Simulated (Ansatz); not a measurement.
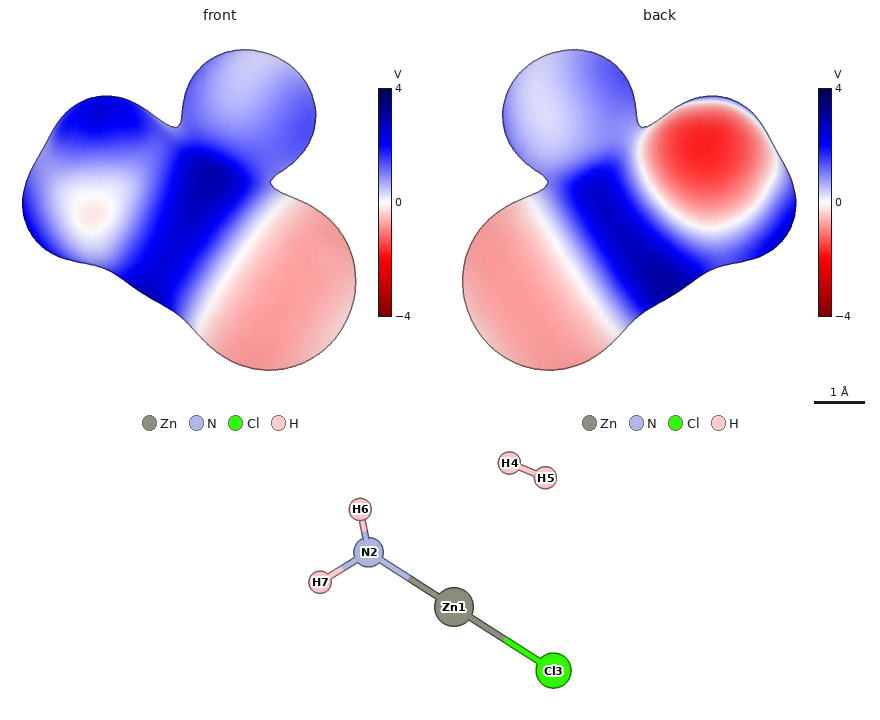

Figure. ClH2NZn···H2. The electrostatic potential painted on the density surface at 0.004 e/bohr³, seen from the front and from behind; the colour scale runs from red (negative) to blue (positive). The bare structure is drawn below in the same view.

The reactant side of a reaction path; geometry: PBE0-D4/def2-TZVP; a saddle point, not a minimum.

Method: Ansatz, RKS PBE0-D4/def2-TZVPP.

Input

```
crystal:
  periodic: [false, false, false]
  atoms:
    - {symbol: Zn, position_ang: [-0.474636, -0.270836, -0.832975]}
    - {symbol: N, position_ang: [1.028080, -0.883949, -0.017252]}
    - {symbol: Cl, position_ang: [-2.285936, 0.338812, -1.694671]}
    - {symbol: H, position_ang: [-0.496269, 1.085156, 1.574024]}
    - {symbol: H, position_ang: [-0.996636, 1.537183, 1.248330]}
    - {symbol: H, position_ang: [1.711038, -0.175652, 0.217473]}
    - {symbol: H, position_ang: [1.514559, -1.630814, -0.494929]}
basis:
  gaussian: {orbitals: def2-TZVPP}
hamiltonian: {xc: pbe0, dispersion: d4}
output: {orbitals: {seedname: orbitals}}
```

Run with:

```sh
ansatz run in.yaml --threads 4 --pin off --events-out ev --progress --plain --max-ram 9574MiB
```

### Which sites attract a positive test charge, and which a negative one?

A positive charge is drawn to the negative regions and a negative charge to the positive ones. The most negative region (about −1.7 V) lies over N2, the most positive (about +3.0 V) over Zn1. N2 is the likeliest acceptor of a hydrogen bond.
